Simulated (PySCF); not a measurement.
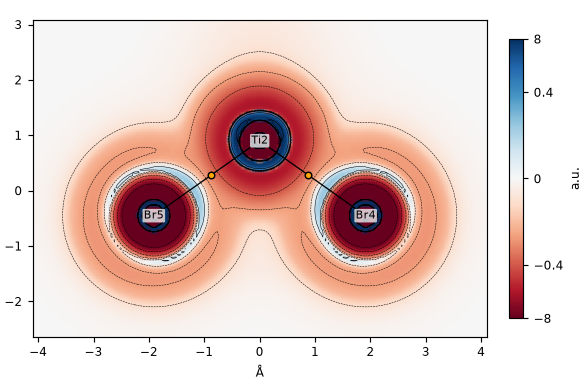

Figure. Br4Ti, SMILES `Br[Ti](Br)(Br)Br`. Negative Laplacian of the density (−∇²ρ) in the plane of Ti2, Br4 and Br5 (blue positive, red negative, colour scale in a.u., logarithmic beyond ±0.04), with bond paths and bond critical points (dots).

Method: B3LYP/def2-SVPD; geometry: GFN2-xTB; program: PySCF. This is a single-reference result, which may miss multireference character in this system. No frequency check shows the geometry to be a minimum. GFN2-xTB bond lengths at metals and heavier atoms can be off by up to 0.1 Å and shapes distorted, which carries into these values.

The calculation's input:

```python
import numpy as np
from pyscf import gto, scf, dft
from pyscf.scf import atom_ks, atom_hf
from scipy.linalg import block_diag

def solve(mol, dm0=None, hcore=None):
    mf = (dft.UKS if mol.spin else dft.RKS)(mol, xc='b3lyp')
    mf.grids.level = 3
    mf = mf.density_fit(auxbasis='def2-universal-jkfit')
    mf.conv_tol, mf.max_cycle = 1e-8, 80
    if hcore is not None:
        mf.get_hcore = lambda *args: hcore
    mf.kernel(dm0)
    if not mf.converged:
        mf = mf.newton().run(mf.mo_coeff, mf.mo_occ, max_cycle=30)
    assert mf.converged, 'SCF not converged'
    return mf

mol = gto.M(atom='''
Br    -1.35261     1.87133    -0.39583
Ti    -0.00017     0.00004    -0.00004
Br    -1.35259    -1.87135     0.39585
Br     1.35266     0.39585     1.87128
Br     1.35265    -0.39586    -1.87128
''', basis='def2-svpd', charge=0, spin=0, verbose=4)
mf = solve(mol)
mf.analyze()
# spherically averaged free atoms, for the promolecule
atm = atom_ks.get_atm_nrks(mol, xc='b3lyp')
pro = block_diag(*[(atm[a[0]][2] * atm[a[0]][3]) @ atm[a[0]][2].T for a in mol._atom])
np.savez('result.npz', e=mf.e_tot, c=mf.mo_coeff, occ=mf.mo_occ, eps=mf.mo_energy, pro=pro, dip=mf.dip_moment(verbose=0), s2=mf.spin_square()[0])
```

Launched as:

```sh
OMP_NUM_THREADS=1 python input.py
```

The run took 35 s on 1 thread of Intel(R) Xeon(R) Platinum 8259CL CPU @ 2.50GHz (Skylake/Cascade Lake) (shared host), peak memory 0.89 GiB.

Partitions, critical points and surface values were worked out afterwards from this run's density.

Sort the bonds in the plane by the sign of ∇²ρ at their critical points.

Answer. At none is it concentrated. Depleted (∇²ρ > 0): Ti2–Br5 and Ti2–Br4 (+0.17 a.u., H = −0.024). A positive Laplacian with negative H is typical of metal–ligand bonds.

Where along Ti2–Br5 does the critical point lie?

Answer. 1.08 Å from Ti2 and 1.27 Å from Br5.
